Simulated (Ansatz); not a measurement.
**H23NO10: molecular dynamics (part 5 of 5)**

Continued. System: H23NO10 (disordered cell, 34 atoms in the cell). Method: DFT PBE-D3(BJ), scalar-relativistic, plane waves, PAW, no spin polarisation (Ansatz 0.2.0); cutoff 420 eV, 1×1×1 k-mesh, Fermi–Dirac smearing of 0.02 eV. It belongs to a series of runs on one base structure; here: dynamics from the last frame of the run before.

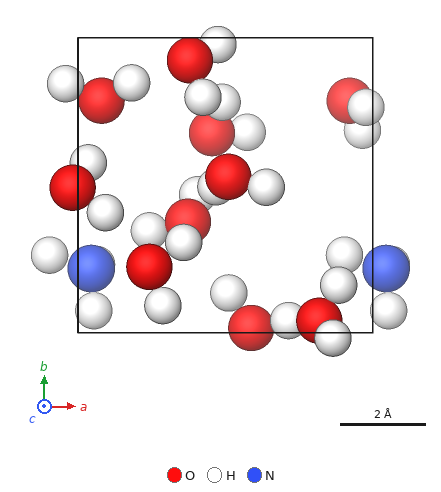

**Figure 1.** The geometry at step 390 of the log (spheres-only view of the cell of the calculation, along the c axis).

Trajectory as extended XYZ, continued
```
34
Lattice="6.9727 0.0000 0.0000 0.0000 6.9727 0.0000 0.0000 0.0000 6.9727" Properties=species:S:1:pos:R:3:forces:R:3 step=373 time_fs=186.5 energy=-6429.69911 temperature=374.5
O     6.3712    5.4974    0.3072   -0.8266   1.0584   0.9128
H     6.8586    4.8919   -0.2182    0.6543  -1.7057  -1.8483
H     6.8134    5.3361    1.1465    0.0790   0.4498   0.9996
O     3.1769    4.6981    1.0926   -0.5857   0.5500   0.8724
H     3.8269    4.7103    0.3946    0.7198   0.2061  -0.5163
H     3.3546    5.5025    1.6439    0.1000  -0.5659  -0.5128
O     7.5325    5.5260    3.3495   -0.2510   1.2354   0.8360
H     8.2751    6.0327    3.8312   -0.5186  -0.8188  -0.3943
H     6.7497    6.0263    3.7158    0.5481  -0.4996  -0.1937
O     2.5721    2.5686    2.6085    0.5604  -0.8706   1.3026
H     1.6369    2.3254    2.3627   -0.5130  -0.2289  -0.0176
H     2.8582    3.1649    1.9181    0.3390   1.1174  -0.8630
O     4.1037    0.1895    2.7264    1.0840  -0.3626   0.9188
H     4.7986    0.4102    3.3968   -0.0595  -0.5682  -0.2355
H     3.6848    1.0607    2.6506   -1.1141   0.9317  -0.4511
O     2.6691    6.3934    4.9291    0.8099  -0.3763  -1.6585
H     3.3074    6.5279    4.1230   -1.0004   0.3609   1.0650
H     2.8691    5.4681    5.1611    0.1055  -0.4066   0.3918
O     1.6360    1.5395   -1.0255    1.4781  -0.1194  -0.2766
H     1.9667    0.5944   -1.2854   -0.3609   1.2226   0.1472
H     2.4281    2.1145   -1.2566   -0.7346  -0.5329   0.3624
O     5.7487    7.2580    5.3485   -0.0589  -1.1593   0.0911
H     6.1348    6.7707    6.1517   -0.5133   0.5163  -0.6565
H     6.0843    8.1515    5.3590    0.5130   0.7599   0.1686
O     6.8468    3.4411    5.4328    0.6638   0.3846  -0.4868
H     7.5749    2.7843    5.6578   -0.5840   0.1098  -0.3414
H     7.2360    3.9793    4.6841   -0.4543  -0.4136   0.4151
O     3.6297    3.6750    5.0172   -2.5174   0.2891  -0.7231
H     3.3899    3.3681    4.0955    0.0240  -0.0206   0.4246
H     4.5251    3.4780    5.1783    2.3518  -0.4533   0.1935
N     0.2809    1.5052    1.6364   -1.3150   0.8399  -0.6655
H    -0.7705    1.5779    1.7557    1.4913   0.1114  -0.4163
H     0.5449    1.6524    0.6082   -0.3609  -0.7791   1.6526
H     0.4912    0.5686    1.9757    0.2464  -0.2619  -0.4967
34
Lattice="6.9727 0.0000 0.0000 0.0000 6.9727 0.0000 0.0000 0.0000 6.9727" Properties=species:S:1:pos:R:3:forces:R:3 step=390 time_fs=195.0 energy=-6429.54965 temperature=339.8
O     6.4239    5.4817    0.3269   -0.8997   0.1179  -1.8952
H     6.7269    4.7857   -0.3358   -0.1638   0.0817   0.7796
H     6.8073    5.3271    1.1733    0.9450  -0.4626   1.2990
O     3.1685    4.7161    1.0887   -0.0964   0.8305   0.7239
H     4.0020    4.7367    0.6318    1.0329  -0.4187  -1.1724
H     3.4086    5.4463    1.7062   -0.6249  -0.0146   0.2437
O     7.5304    5.4833    3.3431   -0.7093   0.5494   0.9041
H     8.2410    5.9040    3.9398   -0.4438  -0.1905  -0.5614
H     6.6792    5.8851    3.6842    1.0972  -0.2978  -0.1015
O     2.6005    2.6216    2.5712    1.8052  -1.5943   2.6363
H     1.6878    2.4052    2.4152   -2.0083  -0.8328  -0.4149
H     2.8270    3.2594    1.9307    0.6898   2.0534  -1.9073
O     4.0973    0.1081    2.7325   -0.6455   0.2172  -0.2088
H     4.9816    0.2836    3.1193   -0.6318   0.5366  -0.2146
H     3.5666    0.9363    2.4651    1.0757  -0.3080   0.5571
O     2.6468    6.4370    4.9081    0.1097   0.8125  -1.2489
H     3.3101    6.8111    4.2101   -0.8081  -0.8155   0.7640
H     2.9552    5.5637    5.1578    0.6347  -0.9407   0.2851
O     1.6881    1.5536   -1.0638    0.6986   1.5369   0.5199
H     2.0075    0.6376   -1.2422    0.1306  -0.3118  -0.2888
H     2.4986    2.1315   -1.1840   -0.7256  -0.4928   0.0810
O     5.7060    7.2524    5.3625    0.1592  -0.6680   0.7043
H     6.0277    6.8423    6.2280   -0.4629  -0.1441  -0.8235
H     6.1643    8.0940    5.3824    0.3414   0.7836  -0.2784
O     6.8463    3.4255    5.4758    0.6924   0.5570  -0.1412
H     7.6212    2.8355    5.7567   -0.7335   0.1610  -0.5613
H     7.2171    4.0133    4.7569   -0.2801  -0.5776   0.2676
O     3.5544    3.6839    5.0151   -2.1977   0.3716  -0.8678
H     3.2612    3.4483    4.0743    0.2671  -0.1756   0.7679
H     4.4525    3.4364    5.1121    1.8967  -0.4642   0.0245
N     0.3129    1.5143    1.6564   -1.2569   1.1998   0.1832
H    -0.6716    1.8312    1.8598    1.1153  -0.6632  -0.2457
H     0.4382    1.6101    0.6575    0.2343   0.7094  -0.6301
H     0.3734    0.5176    1.6878   -0.2375  -1.1457   0.8202
```
